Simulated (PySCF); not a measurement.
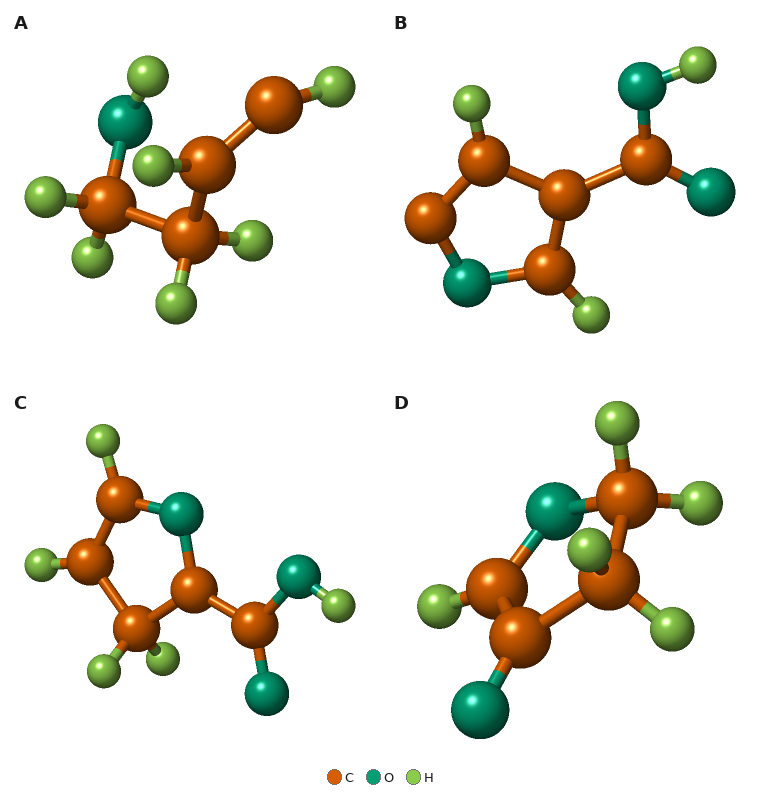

Simulated data, not a measurement (program: PySCF).

Charge 0, doublet.

> Match each picture to its SMILES.
(1) O=C1[CH]OCC1
(2) [H]/[C]=C\CCO
(3) O=C(O)[C]1CC=CO1
(4) O=C(O)c1c[c]oc1

A is (2), B is (4), C is (3), D is (1).
